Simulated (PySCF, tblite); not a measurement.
**C₄H₁₁B− (doublet): geometry, infrared bands and EPR parameters**

Wanted: the infrared bands and EPR parameters of C₄H₁₁B− (doublet) (`[BH2-]C(C)(C)C`), by calculation.

Programs: tblite 0.8.0 and PySCF 2.14.0, with density-fitted response routines of our own. Each step states its level of theory. These are calculated values for one molecule in the gas phase, unless marked as measured. Atoms are numbered from 0 throughout.

**1. Starting geometry**

16 atoms, charge -1, multiplicity 2; geometry from: force field or distance geometry start.

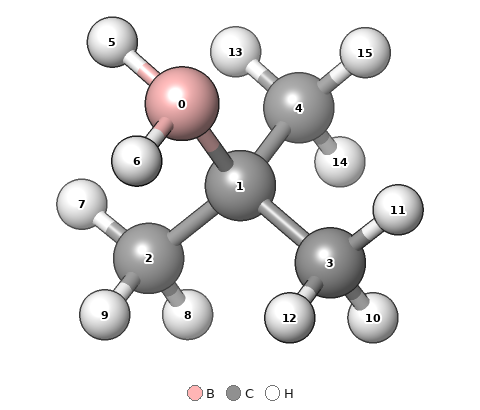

As it starts; boron pink, carbon grey, hydrogen white, atoms numbered.

**2. Geometry optimisation with GFN2-xTB**

Job settings and geometry (Å):

```
{"job": {"kind": "relax", "xc": "GFN2-xTB", "basis": "xTB"}, "charge": -1, "multiplicity": 2}
B     -0.772500    -0.143200     1.526300
C     -0.035200    -0.062900     0.082500
C     -0.149000     1.350300    -0.482700
C     -0.680000    -1.071200    -0.878600
C      1.455400    -0.420000     0.288500
H     -0.293000     0.620300     2.298900
H     -1.940700     0.112800     1.406800
H      0.312200     2.105900     0.198400
H      0.357300     1.416900    -1.470100
H     -1.230300     1.626300    -0.627200
H     -0.176600    -1.055300    -1.861300
H     -0.605300    -2.116000    -0.466800
H     -1.759800    -0.841400    -1.016800
H      1.953800     0.301800     0.966800
H      1.987700    -0.375600    -0.691100
H      1.568600    -1.439800     0.714800
```

Launch:

```sh
$ OMP_NUM_THREADS=1 python probes_run.py task.json out
```

One launch serves the whole session: the jobs run in the order shown.

The log of the run:

```text
step      E/eV     max force
  0    -421.25048    1.026
  1    -421.34095    0.685
  2    -421.40591    0.605
  3    -421.42518    0.404
  4    -421.44122    0.251
  5    -421.44653    0.189
  6    -421.45356    0.206
  7    -421.45700    0.157
  8    -421.45950    0.115
  9    -421.46136    0.105
 10    -421.46291    0.114
 11    -421.46419    0.155
 12    -421.46544    0.149
 13    -421.46674    0.097
 14    -421.46796    0.097
 15    -421.46887    0.083
 16    -421.46951    0.068
 17    -421.47005    0.059
 18    -421.47055    0.054
 19    -421.47097    0.057
 20    -421.47125    0.050
 21    -421.47141    0.029
 22    -421.47150    0.024
 23    -421.47157    0.028
 24    -421.47163    0.034
 25    -421.47171    0.031
 26    -421.47180    0.028
 27    -421.47187    0.020
 28    -421.47193    0.020
 29    -421.47198    0.020
 30    -421.47204    0.027
 31    -421.47210    0.022
 32    -421.47214    0.013
 33    -421.47217    0.010
```

It took 0.14 s on 1 thread of Arm Neoverse V1, shared host.

Relaxation path: (not every step is listed)

| step | energy from step 0 (eV) | largest force (eV/Å) |
| --- | --- | --- |
| 0 | 0.0000 | 1.0255 |
| 1 | -0.0905 | 0.6851 |
| 2 | -0.1554 | 0.6045 |
| 3 | -0.1747 | 0.4037 |
| 4 | -0.1907 | 0.2507 |
| 5 | -0.1961 | 0.1888 |
| 6 | -0.2031 | 0.2064 |
| 7 | -0.2065 | 0.1566 |
| 8 | -0.2090 | 0.1147 |
| 10 | -0.2124 | 0.1138 |
| 12 | -0.2150 | 0.1486 |
| 14 | -0.2175 | 0.0969 |
| 16 | -0.2190 | 0.0682 |
| 18 | -0.2201 | 0.0545 |
| 20 | -0.2208 | 0.0503 |
| 22 | -0.2210 | 0.0236 |
| 24 | -0.2212 | 0.0342 |
| 26 | -0.2213 | 0.0283 |
| 28 | -0.2215 | 0.0199 |
| 29 | -0.2215 | 0.0201 |
| 30 | -0.2216 | 0.0267 |
| 31 | -0.2216 | 0.0222 |
| 32 | -0.2217 | 0.0132 |
| 33 | -0.2217 | 0.0097 |

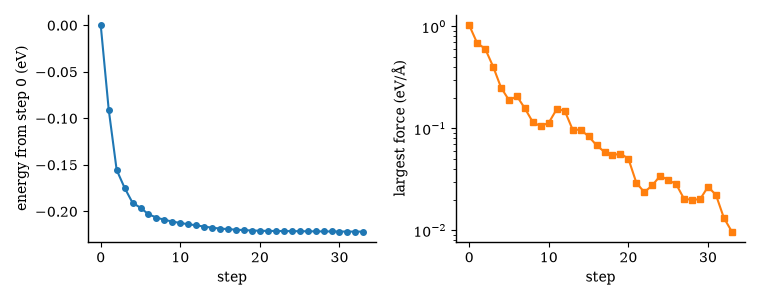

Energy and largest force along the relaxation.

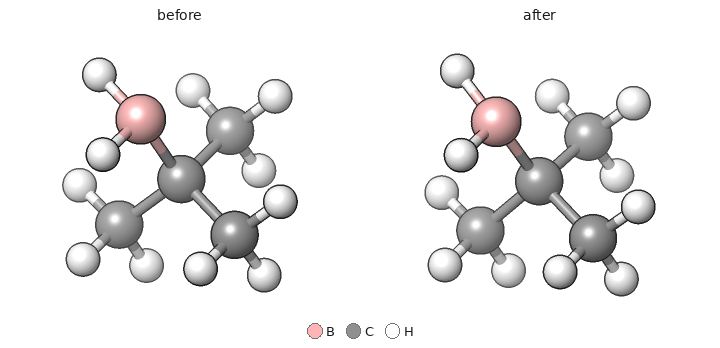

Before and after, at one scale.

Distances of close pairs at the start and the end, largest changes first:

| bond | before (Å) | after (Å) | change (Å) |
| --- | --- | --- | --- |
| B0–H5 | 1.187 | 1.231 | +0.044 |
| C2–H9 | 1.125 | 1.090 | -0.035 |
| C3–H11 | 1.126 | 1.091 | -0.035 |
| B0–H6 | 1.202 | 1.231 | +0.029 |
| C2–H7 | 1.117 | 1.090 | -0.027 |
| B0–C1 | 1.623 | 1.647 | +0.024 |
| C3–H12 | 1.113 | 1.089 | -0.023 |
| C4–H15 | 1.111 | 1.091 | -0.020 |

The end geometry stands in the next job.

**3. Vibrational analysis with GFN2-xTB**

Job settings and geometry (Å):

```
{"job": {"kind": "ir", "xc": "GFN2-xTB", "basis": "xTB"}, "charge": -1, "multiplicity": 2}
B     -0.817198    -0.114429     1.579624
C     -0.048321    -0.061391     0.123616
C     -0.125454     1.336604    -0.532483
C     -0.662554    -1.054658    -0.870740
C      1.439620    -0.406476     0.262796
H     -0.290669     0.588591     2.442205
H     -2.035095     0.049495     1.501390
H      0.330573     2.080096     0.121284
H      0.386258     1.384023    -1.508840
H     -1.167061     1.618674    -0.686057
H     -0.171245    -1.018856    -1.855203
H     -0.582279    -2.073708    -0.490017
H     -1.719720    -0.835049    -1.014719
H      1.922844     0.288952     0.947979
H      1.971692    -0.360918    -0.699772
H      1.561011    -1.412008     0.667527
```

The log of the run:

```text
mode    cm-1     km/mol
  1     156.7      2.51
  2     209.1      0.10
  3     245.7      2.73
  4     249.3      3.00
  5     271.2     11.15
  6     289.6      5.48
  7     387.7      0.53
  8     388.1      2.50
  9     407.8      7.25
 10     681.2     30.10
 11     701.1      6.55
 12     825.9     43.25
 13     834.2     10.36
 14     925.2      7.14
 15     933.7      0.14
 16     950.3      0.23
 17    1008.5      2.64
 18    1027.1      7.23
 19    1147.0    118.69
 20    1183.4    173.32
 21    1202.0     14.30
 22    1206.6      8.10
 23    1373.8     10.68
 24    1384.8      8.53
 25    1407.1      4.52
 26    1509.3      0.34
 27    1513.8      5.46
 28    1517.6      4.51
 29    1520.5      1.13
 30    1520.7      1.39
 31    1533.5      5.16
 32    1959.3    810.61
 33    2081.0    495.24
 34    2777.4    177.08
 35    2831.1     11.07
 36    2844.1    480.33
 37    2972.0      3.77
 38    2982.3    223.63
 39    2984.6     57.53
 40    2994.1     47.59
 41    3000.2    201.84
 42    3003.0     26.41
```

Wall time 0.32 s (1 thread of Arm Neoverse V1, shared host).

The strongest bands and the atoms that carry them (share of the mass-weighted mode):

| cm⁻¹ | km/mol | atoms |
| --- | --- | --- |
| 1147 | 118.7 | C1 25 %, H6 13 %, H5 13 % |
| 1183 | 173.3 | H6 31 %, H5 31 %, C1 13 % |
| 1959 | 810.6 | H6 46 %, H5 44 % |
| 2081 | 495.2 | H5 49 %, H6 47 % |
| 2777 | 177.1 | H8 91 % |
| 2844 | 480.3 | H14 47 %, H10 43 % |
| 2982 | 223.6 | H11 43 %, H15 42 % |
| 3000 | 201.8 | H13 45 %, H12 38 % |

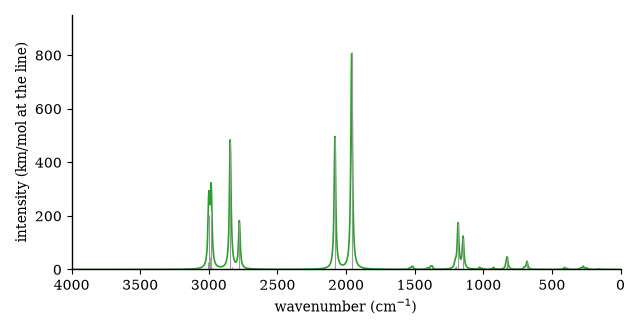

The infrared spectrum from these modes, unscaled. Lines are broadened to a width of 14 cm⁻¹ (Lorentzian).

**4. EPR parameters: B3LYP/pcH-1**

Settings changed since step 3:

```diff
@@ -1,2 +1,2 @@
-{"job": {"kind": "ir", "xc": "GFN2-xTB", "basis": "xTB"}, "charge": -1, "multiplicity": 2}
+{"job": {"kind": "epr", "basis": "pcH-1"}, "charge": -1, "multiplicity": 2}
 B     -0.817198    -0.114429     1.579624
```

Method: UKS B3LYP, pcH-1 on B C H, non-relativistic, mean-field spin-orbit, GIAO.

The log of the run:

```text
UKS, coarse grid
  cycle   1  E = -183.74973809  |g| = 4.50e-01
  cycle   2  E = -183.63945733  |g| = 6.36e-01
  cycle   3  E = -183.88453615  |g| = 6.71e-02
  cycle   4  E = -183.88635471  |g| = 2.82e-02
  cycle   5  E = -183.88673367  |g| = 2.59e-03
  cycle   6  E = -183.88673791  |g| = 1.40e-03
  cycle   7  E = -183.88673938  |g| = 5.19e-04
UKS, final grid
  cycle   1  E = -183.88679227  |g| = 5.39e-04
  cycle   2  E = -183.88679220  |g| = 6.63e-04
  cycle   3  E = -183.88679245  |g| = 4.34e-05
  cycle   4  E = -183.88679245  |g| = 3.10e-05
  cycle   5  E = -183.88679245  |g| = 7.79e-06
E = -183.88679245 Eh   <S^2> = 0.7521 (exact 0.7500)
g shifts (ppm)      1          2          3
  rmc           -74        -74        -74
  gc              3         10         22
  oz_so         -26         44        123
  total         -97        -19         71
hyperfine (MHz)  atom isotope    a_iso     a_fc   dipolar eigenvalues
    0   11B     172.39     172.39    -35.93    -35.57     71.50
    1   13C      -7.92      -7.92     -1.11     -0.65      1.76
    2   13C      63.03      63.03     -1.64     -1.31      2.94
    3   13C      17.37      17.37     -1.37     -0.66      2.03
    4   13C      17.44      17.44     -1.37     -0.67      2.04
    5    1H     -18.38     -18.38    -17.83      1.41     16.41
    6    1H     -18.37     -18.37    -17.82      1.41     16.41
    7    1H       1.56       1.56     -3.32     -1.14      4.46
    8    1H      25.22      25.22     -1.64     -1.15      2.79
    9    1H       1.56       1.56     -3.33     -1.14      4.46
   10    1H       1.93       1.93     -1.58     -1.17      2.75
   11    1H      -0.07      -0.07     -4.26     -1.38      5.64
   12    1H      -0.83      -0.83     -2.43     -2.07      4.50
   13    1H      -0.83      -0.83     -2.42     -2.07      4.50
   14    1H       1.93       1.93     -1.58     -1.18      2.75
   15    1H      -0.07      -0.07     -4.27     -1.38      5.65
```

Run time: 35 s. Hardware: 1 thread of Arm Neoverse V1, shared host; peak memory 0.9 GiB.

Principal g values 2.00222, 2.00230, 2.00239; g(iso) = 2.00230, against 2.00232 for a free electron.

Hyperfine couplings; where a row names several nuclei, a(iso) is their mean (it holds for fast rotation or exchange) and the dipolar term the largest among them:

| nuclei | isotope | a(iso) (MHz) | a(iso) (G, at g = 2.0023) | largest dipolar term (MHz) |
| --- | --- | --- | --- | --- |
| B0 | 11B | 172.4 | 61.5 | 71.5 |
| C2, C3, C4 | 13C | 32.6 | 11.6 | 2.9 |
| H5, H6 | 1H | -18.4 | -6.6 | -17.8 |
| C1 | 13C | -7.9 | -2.8 | 1.8 |
| H7, H8, H9, H10, H11 and 4 more | 1H | 3.4 | 1.2 | 5.6 |

Mulliken spin populations:

B0 1.09; C1 -0.03; C2 0.00; C3 0.00; C4 0.00; H5 -0.05; H6 -0.05; H7 0.00; H8 0.02; H9 0.00; H10 0.00; H11 0.01; H12 0.00; H13 0.00; H14 0.00; H15 0.01

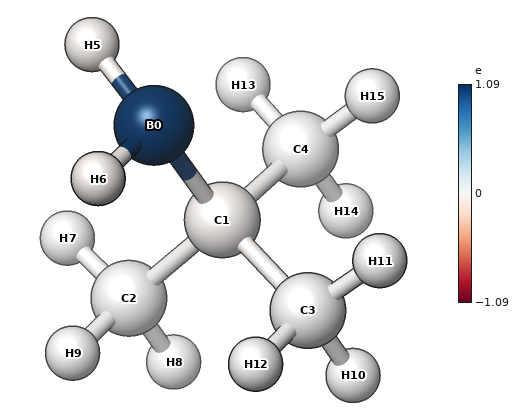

Mulliken spin populations, as colours on the atoms.

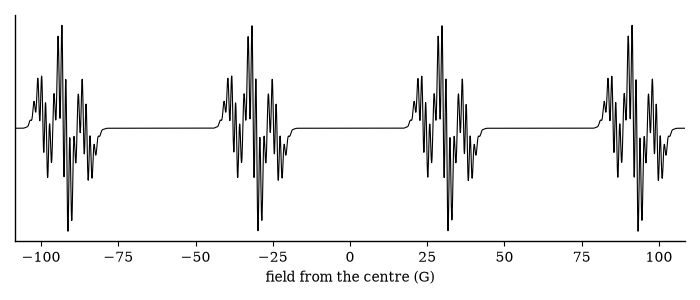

First-order isotropic spectrum (first derivative, main isotopes with spin only, couplings over 0.8 MHz, Gaussian width 0.5 G; couplings of the frozen geometry, rotation of groups not averaged beyond the rows shown).

Orbitals, density, ELF and potential are computed afterwards from the orbital file.

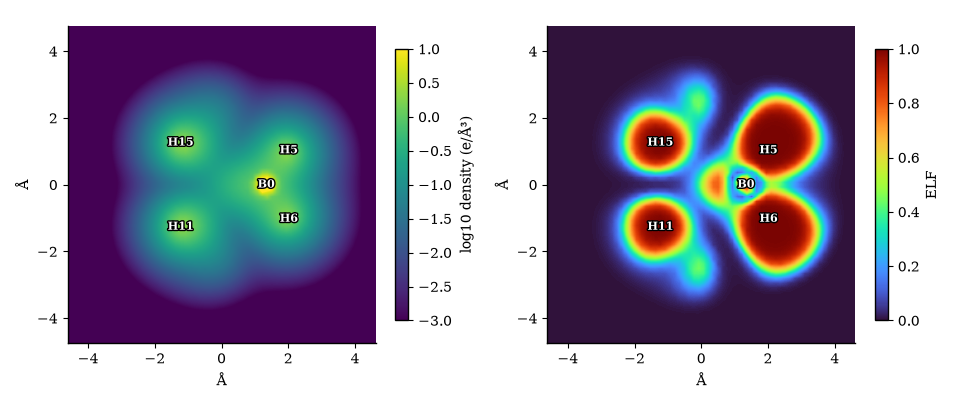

Density (left) and ELF (right) in a plane through or near 5 of the atoms.

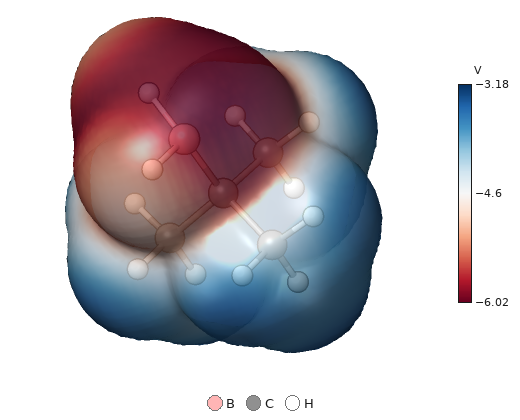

Electrostatic potential on the surface of density 0.002 e/bohr³; red is low, blue high. It runs from -6.02 to -3.18 V.

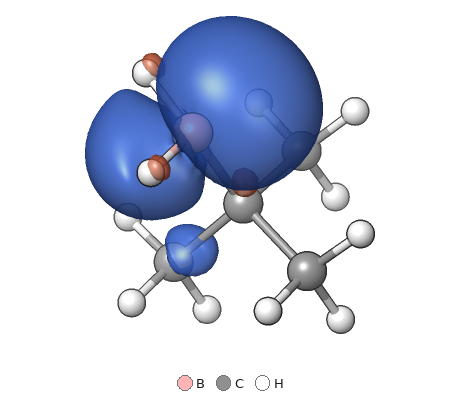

Spin density at ±0.02 e/Å³ (alpha excess blue, beta excess red).

**5. Outcome**

| quantity | value |
| --- | --- |
| strongest single infrared mode (GFN2-xTB) | 1959 cm⁻¹, 811 km/mol |
| zero-point energy (GFN2-xTB) | 84.3 kcal/mol |
| g(iso) (B3LYP) | 2.00230 |
| ⟨S²⟩ | 0.752 (exact 0.75) |
| largest a(iso) (averaged by class) | 11B on B0, 172.4 MHz |

What this shows: Relaxing lowered the energy by 0.222 eV in 33 steps; the close pair that moved most is B0–H5, from 1.187 to 1.231 Å. All 42 modes are real, so the xTB geometry is a minimum. The strongest single mode, at 1959 cm⁻¹, moves mainly H6 and H5. Unscaled tight-binding wavenumbers are off by several per cent, some by more. Its intensities can rank the bands wrongly. Most of the unpaired spin sits on B0 (1.09 e). The isotropic g lies 0.0 ppt below the free-electron value. The records flag this anion as possibly unbound in the gas phase, so the basis may hold the extra electron. The conformer search found further structures of the same energy, which may be mirror or relabelled copies of this one.
